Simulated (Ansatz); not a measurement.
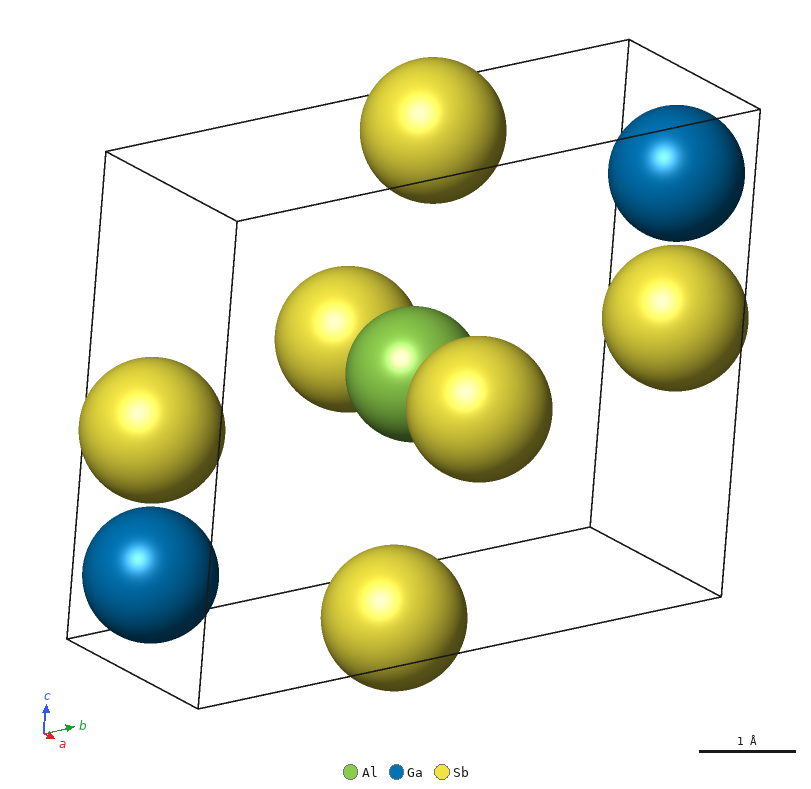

Spheres-only representation of a periodic structure, projected slightly off an axis. The edges of the simulation cell are marked.

Full input:
```yaml
crystal:
  lattice:
    - [3.3293463781, 1.9221990276, 4.0952041681]
    - [-3.3293463781, 1.9221990276, 4.0952041681]
    - [0.0, -3.8443980553, 4.095204168]
  atoms:
    - { symbol: Al, position: [0.5, 0.5, 0.5] }
    - { symbol: Ga, position: [0.1208037651, 0.1208037651, 0.1208037651] }
    - { symbol: Ga, position: [0.8791962349, 0.8791962349, 0.8791962349] }
    - { symbol: Sb, position: [0.5, 0.5, 0.0] }
    - { symbol: Sb, position: [0.0, 0.5, 0.5] }
    - { symbol: Sb, position: [0.5, 0.0, 0.5] }
basis:
  ecutwfc: 420
kpoints:
  mp_grid: { grid: [6, 6, 6] }
  band_path:
    path:
      - [[0.0, 0.0, 0.0], [0.5, 0.5, 0.5], [0.68645615, 0.31354385, 0.5]]
      - [[0.5, -0.31354385, 0.31354385], [0.5, 0.0, 0.0], [0.0, 0.0, 0.0], [0.40677192, -0.40677192, 0.0]]
      - [[0.59322808, 0.0, 0.40677192], [0.5, 0.0, 0.5], [0.0, 0.0, 0.0]]
    npoints: 14
hamiltonian:
  xc: pbe
scf:
  occupations: { method: gaussian, width: 0.1 }
  n_extra_bands: 15
output:
  forces: true
  stress: true
  eigenvalues: true
  populations: true
  dos: { projected: true, de: 0.02, nscf_kmesh: { grid: [8, 8, 8] } }
  bader: true
```
Run as:
```sh
ansatz run input.yaml --threads 1 --pin off --max-ram 2560MiB --backend cpu --events-out ev --progress --plain --runs-dir out
```

Setup: Ansatz 0.2.0, DFT PBE, scalar-relativistic, plane waves, PAW; a cutoff energy of 420 eV, the zone sampled with 6×6×6 points, Gaussian smearing of 0.1 eV, no spin polarisation.

> List the Bader charges.

Al +1.20 e; Ga +0.24 e; Sb -0.56 e.

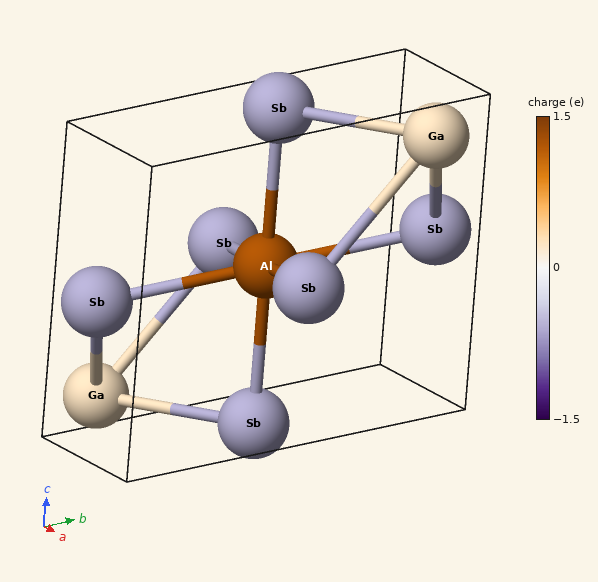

The atoms coloured by those charges.

Starting structure: a random cell made by a generator, so it need not be a real form of the compound. Earlier steps of the study, as a rule a relaxation of our own, may have changed the cell and positions, so they can lie some per cent off the listed ones. It went into a calculation with Ansatz.
